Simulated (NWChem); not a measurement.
# CF3 (trifluoromethyl radical) at 6 levels

We compute a comparison of 6 runs (UBLYP/def2-SVPD, U-r2SCAN/def2-SVPD, U-revPBE/def2-SVPD, UPBE/def2-SVPD, USVWN5/def2-SVPD, UTPSS/def2-SVPD) of CF3 (trifluoromethyl radical). 

The results are computed with NWChem 7.3.0.

## Step 1: Starting point

CF3 has 4 atoms, charge 0, and is taken as a doublet. SMILES: `F[C](F)F`. The shape is that of a PBE0-D4/def2-TZVP optimisation.

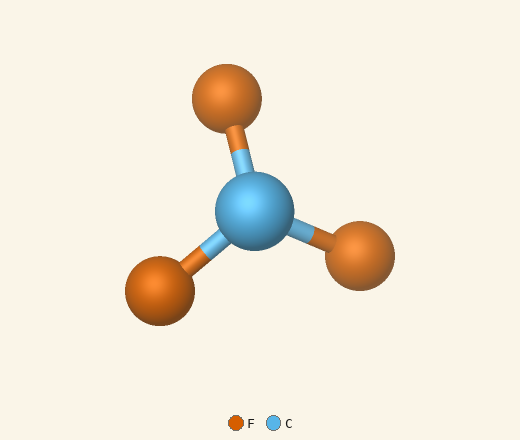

The structure, seen from a chosen angle (fluorine orange, carbon blue).

## Step 2: Energy and gradient at UBLYP/def2-SVPD (run 1)

Contents of run.py:

```python
from ase import Atoms
from ase.calculators.nwchem import NWChem

mol = Atoms(['F', 'C', 'F', 'F'], positions=[
    [-1.227500, 0.024900, 0.265400],
    [-0.039500, -0.059500, -0.286700],
    [0.658900, -1.044900, 0.227300],
    [0.608100, 1.079500, -0.205900],
])

calc = NWChem(
    label='cf3',
    theory='dft',
    memory='2200 mb',
    basis='def2-SVPD',
    basispar='spherical bse',
    dft={'xc': 'becke88 lyp', 'mult': '2', 'grid': 'xfine', 'convergence': 'energy 1e-08', 'iterations': '100', 'mulliken': None, 'print': 'low'},
)
mol.calc = calc

forces = mol.get_forces()
e = mol.get_potential_energy()
print(f"E = {e:.6f} eV")
print("forces (eV/A):")
for s, f in zip(mol.symbols, forces):
    print(f"{s:2s} {f[0]:10.5f} {f[1]:10.5f} {f[2]:10.5f}")
```

Command:

```
$ export ASE_NWCHEM_COMMAND="nwchem PREFIX.nwi > PREFIX.nwo"
$ python run.py
```

Output:

```text
E = -9178.457789 eV
forces (eV/A):
F    -1.24215    0.06855    0.48877
C    -0.13061   -0.19047   -0.93912
F     0.71276   -1.04233    0.45097
F     0.66000    1.16430   -0.00062
```

The calculator wrote cf3.nwi:

```
title "cf3"

permanent_dir cf3

scratch_dir cf3

start cf3

geometry units angstrom nocenter noautosym noautoz
  F  -1.2275000000000000e+00 2.4899999999999999e-02 2.6540000000000002e-01
  C  -3.9500000000000000e-02 -5.9499999999999997e-02 -2.8670000000000001e-01
  F  6.5890000000000004e-01 -1.0448999999999999e+00 2.2730000000000000e-01
  F  6.0809999999999997e-01 1.0794999999999999e+00 -2.0590000000000000e-01
end

memory 2200 mb

basis spherical bse noprint
   * library def2-SVPD
end

dft
  xc becke88 lyp
  mult 2
  grid xfine
  convergence energy 1e-08
  iterations 100
  mulliken
  print low
end

task dft gradient
```

cf3.nwo:

```text
Northwest Computational Chemistry Package (NWChem) 7.3.0
             --------------------------------------------------------

           Job information
           ---------------

    nwchem branch   = 7.3.0
    use scalapack   = T
    input           = cf3.nwi
    prefix          = cf3.
    data base       = cf3/cf3.db
    status          = startup
    nproc           =        1

           Memory information
           ------------------

[... 5 lines left out ...]
    hardfail = no
[... 36 lines left out ...]
            Nuclear Dipole moment (a.u.)
[... 87 lines left out ...]
         Total DFT energy =     -337.302105107943
[... 1 line left out ...]
           Coulomb energy =      289.665135369853
[... 1 line left out ...]
 Nuclear repulsion energy =      124.596035557665
[... 49 lines left out ...]
     --------------------------
     Expectation value of S2:
     --------------------------
      <S2> =      0.7512 (Exact =     0.7500)

                         DFT ENERGY GRADIENTS

    atom               coordinates                        gradient
                 x          y          z           x          y          z
   1 F      -2.319639   0.047054   0.501533    0.024156  -0.001333  -0.009505
   2 C      -0.074644  -0.112439  -0.541784    0.002540   0.003704   0.018263
   3 F       1.245140  -1.974575   0.429535   -0.013861   0.020270  -0.008770
   4 F       1.149142   2.039959  -0.389095   -0.012835  -0.022642   0.000012

 Task  times  cpu:       34.7s     wall:       34.7s
 Total times  cpu:       34.7s     wall:       34.7s
```

Wall time 36 s (1 thread of Intel Xeon Platinum 8488C (Sapphire Rapids), shared host); peak memory 0.12 GiB.

## Step 3: Energy and forces at U-r2SCAN/def2-SVPD (run 2)

Contents of a.nw:

```
start a
memory 2200 mb
geometry units angstrom noautosym nocenter noautoz
F       -1.227500       0.024900       0.265400
C       -0.039500      -0.059500      -0.286700
F        0.658900      -1.044900       0.227300
F        0.608100       1.079500      -0.205900
end
basis spherical bse
F library def2-SVPD
C library def2-SVPD
end
dft
xc r2scan
mult 2
grid xfine
convergence energy 1e-08
maxiter 100
mulliken
end
task dft gradient
```

Command:

```
$ nwchem a.nw > a.out
```

Output:

```text
[...]
          Wavefunction type:  spin polarized.
          No. of atoms     :     4
          No. of electrons :    33
[...]
          Charge           :     0
          Spin multiplicity:     2
[...]
          AO basis - number of functions:    89
[...]
              XC Information
              --------------
                      r^2SCAN Method XC Functional
               r^2SCAN metaGGA Exchange Functional  1.000
                     r^2SCAN Correlation Potential  1.000
[...]
 d= 0,ls=0.0,diis     1   -337.0336167753 -4.62D+02  1.95D-02  3.63D-01     4.3
[...]
 d= 0,ls=0.0,diis     8   -337.1851588883 -4.02D-09  2.09D-06  1.23D-07    32.2
[...]
         Total DFT energy =     -337.185158888339
      One electron energy =     -715.069710479945
           Coulomb energy =      289.871857851304
    Exchange-Corr. energy =      -36.583341817364
 Nuclear repulsion energy =      124.596035557666
[...]
      <S2> =      0.7524 (Exact =     0.7500)
[...]
  wavefunction    = open shell
                         DFT ENERGY GRADIENTS
    atom               coordinates                        gradient
                 x          y          z           x          y          z
   1 F      -2.319639   0.047054   0.501533    0.008007  -0.000540  -0.003722
   2 C      -0.074644  -0.112439  -0.541784    0.001082   0.001534   0.007738
   3 F       1.245140  -1.974575   0.429535   -0.004713   0.006714  -0.003493
   4 F       1.149142   2.039959  -0.389095   -0.004375  -0.007708  -0.000522
[...]
```

Run time: 44 s. Hardware: 1 thread of Intel Xeon Platinum 8488C (Sapphire Rapids), shared host; peak memory 0.13 GiB.

## Step 4: Energy and gradient at U-revPBE/def2-SVPD (run 3)

Contents of nw.xyz:

```xyz
4
CF3 revPBE
F     -1.227500     0.024900     0.265400
C     -0.039500    -0.059500    -0.286700
F      0.658900    -1.044900     0.227300
F      0.608100     1.079500    -0.205900
```

Contents of nw.nw:

```
start nw
title "CF3 revPBE"
memory 2200 mb
charge 0
geometry noautosym nocenter noautoz
   load format xyz nw.xyz
end
basis spherical bse
   * library def2-SVPD
end
dft
   xc revpbe cpbe96
   mult 2
   grid xfine
   convergence energy 1e-08
   iterations 100
   mulliken
end
task dft gradient
```

Command:

```
$ nwchem nw.nw > nw.out
```

Output:

```text
[...]
          Wavefunction type:  spin polarized.
          No. of atoms     :     4
          No. of electrons :    33
[...]
          Charge           :     0
          Spin multiplicity:     2
[...]
          AO basis - number of functions:    89
[...]
              XC Information
              --------------
                        RevPBE Exchange Functional  1.000
            Perdew 1991 LDA Correlation Functional  1.000 local
           PerdewBurkeErnz. Correlation Functional  1.000 non-local
[...]
 d= 0,ls=0.0,diis     1   -337.0585928168 -4.62D+02  2.04D-02  3.89D-01     3.2
[...]
 d= 0,ls=0.0,diis    10   -337.2250178571 -8.86D-10  3.79D-07  3.26D-10    29.6
[...]
         Total DFT energy =     -337.225017857099
      One electron energy =     -714.883122811291
           Coulomb energy =      289.652034965358
    Exchange-Corr. energy =      -36.589965568832
 Nuclear repulsion energy =      124.596035557666
[...]
      <S2> =      0.7514 (Exact =     0.7500)
[...]
  wavefunction    = open shell
                         DFT ENERGY GRADIENTS
    atom               coordinates                        gradient
                 x          y          z           x          y          z
   1 F      -2.319639   0.047054   0.501533    0.022884  -0.001239  -0.008896
   2 C      -0.074644  -0.112439  -0.541784    0.002365   0.003438   0.016983
   3 F       1.245140  -1.974575   0.429535   -0.013110   0.019218  -0.008202
   4 F       1.149142   2.039959  -0.389095   -0.012138  -0.021416   0.000116
[...]
```

It took 36 s on 1 thread of Intel Xeon Platinum 8488C (Sapphire Rapids), shared host; peak memory 0.12 GiB.

Runs 4 to 5 aren't shown in full; the table further down has their settings and results.

## Step 5: Energy and forces at UTPSS/def2-SVPD (run 6)

Contents of run.py:

```python
from ase import Atoms
from ase.calculators.nwchem import NWChem

molecule = Atoms(['F', 'C', 'F', 'F'], positions=[
    [-1.227500, 0.024900, 0.265400],
    [-0.039500, -0.059500, -0.286700],
    [0.658900, -1.044900, 0.227300],
    [0.608100, 1.079500, -0.205900],
])

calc = NWChem(
    label='run',
    theory='dft',
    memory='2200 mb',
    basis='def2-SVPD',
    basispar='spherical bse',
    dft={'xc': 'xtpss03 ctpss03', 'mult': '2', 'grid': 'xfine', 'convergence': 'energy 1e-08', 'iterations': '100', 'mulliken': None},
)
molecule.calc = calc

forces = molecule.get_forces()
e = molecule.get_potential_energy()
print(f"E = {e:.6f} eV")
print("forces (eV/A):")
for s, f in zip(molecule.symbols, forces):
    print(f"{s:2s} {f[0]:10.5f} {f[1]:10.5f} {f[2]:10.5f}")
```

Command:

```
$ export ASE_NWCHEM_COMMAND="nwchem PREFIX.nwi > PREFIX.nwo"
$ python run.py
```

Output:

```text
E = -9179.937959 eV
forces (eV/A):
F    -0.91567    0.05698    0.39379
C    -0.11025   -0.15972   -0.79108
F     0.53253   -0.76660    0.36628
F     0.49339    0.86934    0.03101
```

The calculator wrote run.nwi:

```
title "run"

permanent_dir run

scratch_dir run

start run

geometry units angstrom nocenter noautosym noautoz
  F  -1.2275000000000000e+00 2.4899999999999999e-02 2.6540000000000002e-01
  C  -3.9500000000000000e-02 -5.9499999999999997e-02 -2.8670000000000001e-01
  F  6.5890000000000004e-01 -1.0448999999999999e+00 2.2730000000000000e-01
  F  6.0809999999999997e-01 1.0794999999999999e+00 -2.0590000000000000e-01
end

memory 2200 mb

basis spherical bse noprint
   * library def2-SVPD
end

dft
  xc xtpss03 ctpss03
  mult 2
  grid xfine
  convergence energy 1e-08
  iterations 100
  mulliken
end

task dft gradient
```

run.nwo:

```text
Northwest Computational Chemistry Package (NWChem) 7.3.0
             --------------------------------------------------------

           Job information
           ---------------

    nwchem branch   = 7.3.0
    use scalapack   = T
    input           = run.nwi
    prefix          = run.
    data base       = run/run.db
    status          = startup
    nproc           =        1

           Memory information
           ------------------

[... 5 lines left out ...]
    hardfail = no
[... 107 lines left out ...]
          Convergence on energy requested:  1.00D-08
[... 24 lines left out ...]
          total energy or number of iterations.
[... 80 lines left out ...]
      One electron energy =     -715.027347191162
[... 1393 lines left out ...]
          Convergence on energy requested:  1.00D-08
[... 24 lines left out ...]
          total energy or number of iterations.
[... 35 lines left out ...]
                 ----------------------------------------
                 |  Time  |  1-e(secs)   |  2-e(secs)   |
                 ----------------------------------------
                 |  CPU   |       0.00   |       1.86   |
                 ----------------------------------------
                 |  WALL  |       0.00   |       1.86   |
                 ----------------------------------------

 Task  times  cpu:       51.9s     wall:       51.9s
 Total times  cpu:       51.9s     wall:       51.9s
```

Run time: 53 s. Hardware: 1 thread of Intel Xeon Platinum 8488C (Sapphire Rapids), shared host; peak memory 0.12 GiB.

## Step 6: Overview of the runs

```csv
run,level,energy (Eh),⟨S²⟩,largest force (eV/Å),wall time
1,UBLYP/def2-SVPD,-337.302105,0.751,1.341,36 s
2,U-r2SCAN/def2-SVPD,-337.185159,0.752,0.458,44 s
3,U-revPBE/def2-SVPD,-337.225018,0.751,1.268,36 s
4,UPBE/def2-SVPD,-337.012690,0.751,0.970,37 s
5,USVWN5/def2-SVPD,-335.108082,0.751,0.033,16 s
6,UTPSS/def2-SVPD,-337.356500,0.752,1.003,53 s
```

## Step 7: What came out

```
                                 quantity          value
                      run 6: total energy  -337.35650 Eh
                     run 6: dipole moment         0.25 D
run 6: HOMO energy (highest over α and β)       -6.45 eV
 run 6: LUMO energy (lowest over α and β)       -3.57 eV
                              run 6: ⟨S²⟩          0.752
          run 6: largest force on an atom     1.003 eV/Å
```

**Reading.** Over runs 2, 3, 4, 5, 6 the dipole moment (its size) runs from 0.17 D (USVWN5/def2-SVPD) to 0.30 D (U-r2SCAN/def2-SVPD). Totals of different functionals can't be ranked against each other. All runs together took 3.7 min, the longest 53 s.
